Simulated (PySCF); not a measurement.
The calculation's input:

```
{"job": {"kind": "uv", "xc": "CAM-B3LYP", "basis": "def2-SVPD", "nstates": 8, "ntriplets": 3}, "charge": 0, "multiplicity": 1}
C      1.933146     0.661170    -0.551071
C      1.488732    -0.793568    -0.394865
B      0.303894    -1.029260     0.685740
O     -0.987677    -0.096477     0.254091
C     -1.563509    -0.446755    -0.980341
Si    -1.436175     1.152040     1.247715
H      2.251827     1.062693     0.408936
H      2.766062     0.749558    -1.249864
H      1.118887     1.284027    -0.924037
H      2.351941    -1.378775    -0.067453
H      1.228123    -1.184152    -1.383928
H     -0.133033    -2.137439     0.693330
H      0.562213    -0.611309     1.771465
H     -0.864923    -0.228600    -1.789497
H     -2.488846     0.105887    -1.143575
H     -1.772115    -1.517848    -0.976663
H     -1.880466     0.570269     2.508186
H     -2.560832     1.758583     0.525429
H     -0.327051     2.089206     1.358941
```

Command:

```sh
OMP_NUM_THREADS=1 python probes_run.py task.json out
```

Geometry: GFN2-xTB.

All numbers below come from PySCF, CAM-B3LYP/def2-SVPD, SCF density, gas phase.

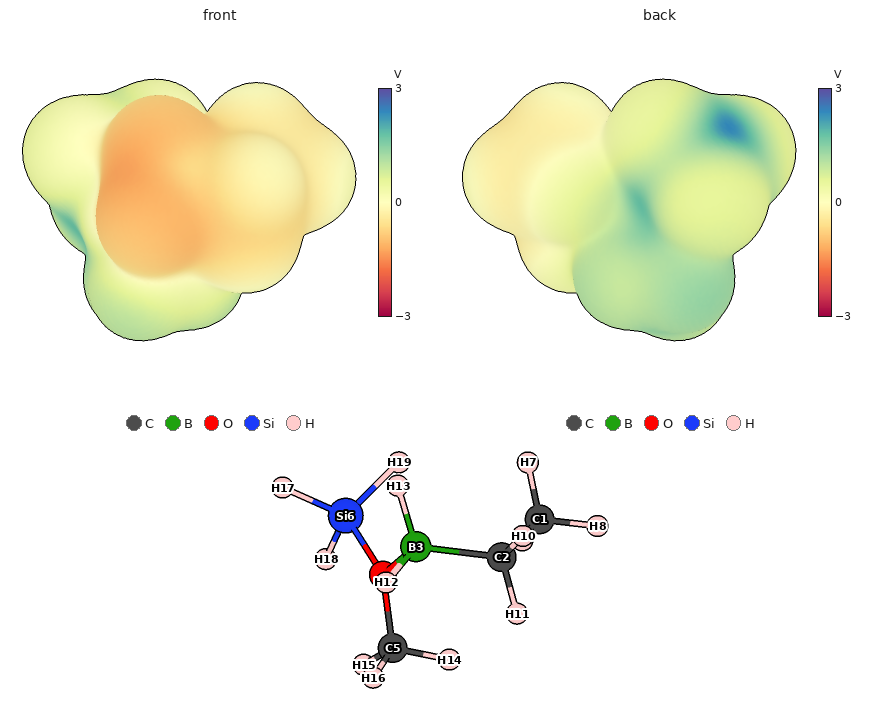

C$_{3}$H$_{13}$BOSi (SMILES CC[BH2-][O+](C)[SiH3]). The molecular electrostatic potential painted on the density surface at 0.002 e/bohr³, seen from the front and from behind; red is negative and blue positive. The bare structure is drawn below in the same view.

Where is the surface potential most negative and most positive?

The most negative region (about −1.2 V) lies over H12, the most positive (about +2.1 V) over Si6.

How polar is the molecule by this calculation?

Its dipole moment is 3.94 D.
